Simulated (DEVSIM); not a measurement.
Structure: Al0.2Ga0.8As/GaAs p-n heterojunction, at 350 K.

```tsv
layer (left to right)	material	thickness (μm)	Nd (cm⁻³)	Na (cm⁻³)	τn (s)	τp (s)
1	Al0.2Ga0.8As	0.130	-	1.1e18	8e-9	8e-9
2	GaAs	0.630	6.4e16	-	8e-9	8e-9
```

Left contact: ohmic. Right contact: ohmic. Voltage is applied to the left contact. Recombination: SRH at mid-gap, radiative. Mobility is μmin + (μ − μmin)/(1 + (N/Nref)^α).

Constants are typed, rounded textbook-type inputs, not results; the design itself was drawn at random and stands for no fabricated device. Values at 300 K; Nc and Nv go as T^1.5, mobilities as T to minus their exponent, the gap by Varshni's rule with the affinity fixed.

| parameter | Al0.2Ga0.8As | GaAs |
|---|---|---|
| gap (eV) | 1.6734 | 1.424 |
| affinity (eV) | 3.912 | 4.07 |
| permittivity | 12.33 | 12.9 |
| Nc (cm⁻³) | 6.04e17 | 4.7e17 |
| Nv (cm⁻³) | 9e18 | 9e18 |
| μn (cm²/Vs) | 4980 | 8500 |
| μp (cm²/Vs) | 250 | 400 |
| μn,min | 500 | 500 |
| μp,min | 20 | 20 |
| Nref,n | 6e16 | 6e16 |
| Nref,p | 1.5e17 | 1.5e17 |
| αn | 0.39 | 0.39 |
| αp | 0.38 | 0.38 |
| T exponent of μn | 2.1 | 2.1 |
| T exponent of μp | 2.2 | 2.2 |
| B (cm³/s) | 2e-10 | 2e-10 |
| Varshni α (eV/K) | 0.000541 | 0.000541 |
| Varshni β (K) | 204 | 204 |

DEVSIM, 1D drift-diffusion, Boltzmann statistics, complete ionisation; no tunnelling, impact ionisation, image-force lowering or self-heating. Band offsets follow the typed affinities; no thermionic-emission limit at abrupt steps, no polarisation charge.

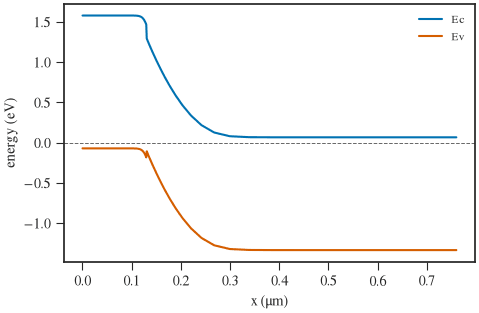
Figure. Band edges at zero bias

Energies count from the Fermi level of the right contact; mesh points crowd at the junctions.

| x (μm) | Ec (eV) | Ev (eV) | n (cm⁻³) | p (cm⁻³) | field (V/cm) |
|---|---|---|---|---|---|
| 0.000 | 1.580 | -0.070 | < 1e2 | 1.1e18 | ≈ 0 |
| 0.003959 | 1.580 | -0.070 | < 1e2 | 1.1e18 | ≈ 0 |
| 0.01093 | 1.580 | -0.070 | < 1e2 | 1.1e18 | ≈ 0 |
| 0.02322 | 1.580 | -0.070 | < 1e2 | 1.1e18 | ≈ 0 |
| 0.05757 | 1.580 | -0.070 | < 1e2 | 1.1e18 | ≈ 0 |
| 0.09057 | 1.580 | -0.070 | < 1e2 | 1.1e18 | -58 |
| 0.1099 | 1.578 | -0.072 | < 1e2 | 1.0e18 | -4800 |
| 0.1233 | 1.542 | -0.109 | < 1e2 | 3.1e17 | -73000 |
| 0.1284 | 1.486 | -0.164 | < 1e2 | 4.9e16 | -140000 |
| 0.1318 | 1.275 | -0.126 | < 1e2 | 1.8e17 | -150000 |
| 0.1374 | 1.195 | -0.206 | < 1e2 | 1.2e16 | -140000 |
| 0.1537 | 0.978 | -0.423 | 4900 | 9.2e12 | -130000 |
| 0.1774 | 0.706 | -0.695 | 4.1e7 | 1.1e9 | -100000 |
| 0.2206 | 0.338 | -1.063 | 8.1e12 | 5600 | -66000 |
| 0.3383 | 0.069 | -1.332 | 6.0e16 | < 1e2 | -970 |
| 0.4925 | 0.067 | -1.334 | 6.4e16 | < 1e2 | ≈ 0 |
| 0.6158 | 0.067 | -1.334 | 6.4e16 | < 1e2 | ≈ 0 |
| 0.6833 | 0.067 | -1.334 | 6.4e16 | < 1e2 | ≈ 0 |
| 0.7298 | 0.067 | -1.334 | 6.4e16 | < 1e2 | ≈ 0 |
| 0.7457 | 0.067 | -1.334 | 6.4e16 | < 1e2 | ≈ 0 |
| 0.7544 | 0.067 | -1.334 | 6.4e16 | < 1e2 | ≈ 0 |
| 0.7600 | 0.067 | -1.334 | 6.4e16 | < 1e2 | ≈ 0 |
